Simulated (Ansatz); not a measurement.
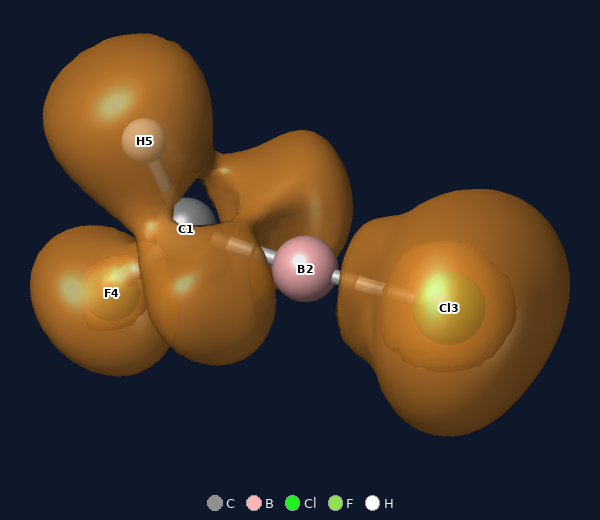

*CHBClF (SMILES F/C=B\Cl). Isosurface of the ELF at 0.75 (orange), seen at an oblique angle. Core shells and regions of very low density are left out.*

Geometry: PBE0-D4/def2-TZVP.

These are results of Ansatz, isolated molecule in a Gaussian basis; Kohn-Sham density functional theory, functional PBE0, not measurements.

Input file:

```
crystal:
  periodic: [false, false, false]
  atoms:
    - {symbol: C, position_ang: [1.702578, -2.237905, -0.040866]}
    - {symbol: B, position_ang: [1.271692, -1.138395, -0.784848]}
    - {symbol: Cl, position_ang: [0.853174, 0.190035, -1.712403]}
    - {symbol: F, position_ang: [0.915751, -2.982127, 0.767082]}
    - {symbol: H, position_ang: [2.735769, -2.572480, -0.069106]}
basis:
  gaussian: {orbitals: def2-TZVPD}
output: {forces: true, orbitals: {seedname: orbitals}}
hamiltonian: {xc: pbe0}
```

Launched as:

```sh
ansatz run input.yaml --threads 2 --pin off --max-ram 4350MiB --events-out events.jsonl --progress --plain --runs-dir runs
```

> Describe the localisation domains.

At this value the surface marks out one region on Cl in which the atom's valence shell and bonds are merged, one region on F in which the atom's valence shell and bonds are merged and one joined region spread over several atoms (B, C, H), in which their bonds and any lone pairs are merged. Along the contacts the grid gives the following. C–F (1.35 Å): the ELF peaks at about 0.85 between the atoms: a shared but strongly polarised pair. C–B (1.40 Å): the ELF peaks at about 0.90 between the atoms, as expected for localised, covalent bonding.
